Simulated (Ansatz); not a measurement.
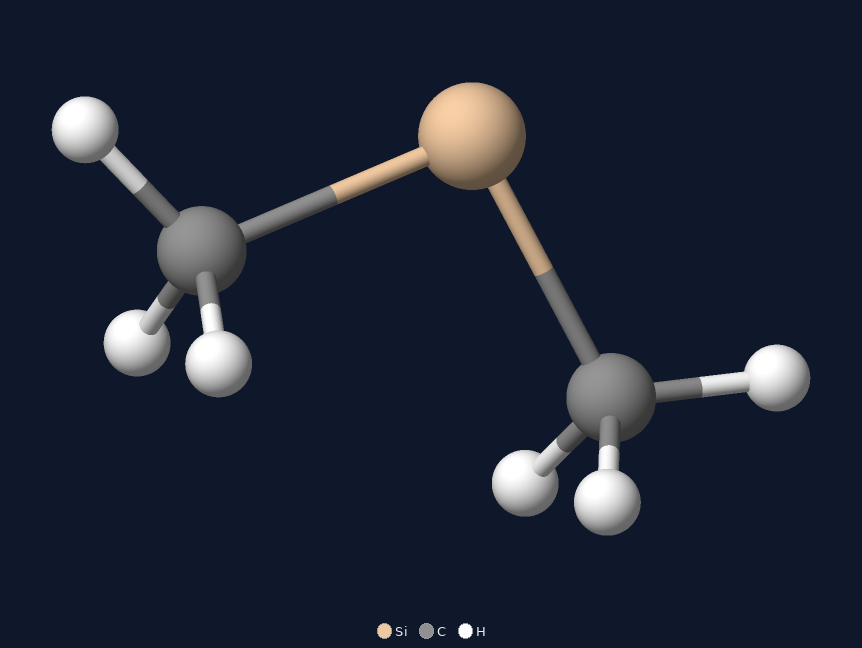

Sticks follow a distance rule. Harmonic vibrations computed with RKS PBE0-D4/def2-TZVP (Ansatz 0.2.0) at a stationary point of the same level.

> Minimum or transition state?

A first-order saddle point: one imaginary frequency, 95i cm⁻¹.

> List the wavenumbers.

21 modes: 95i, 50, 258, 507, 594, 635, 651, 729, 862, 1234, 1246, 1411, 1431, 1432, 1454, 3012, 3016, 3079, 3088, 3137, 3137 cm⁻¹.
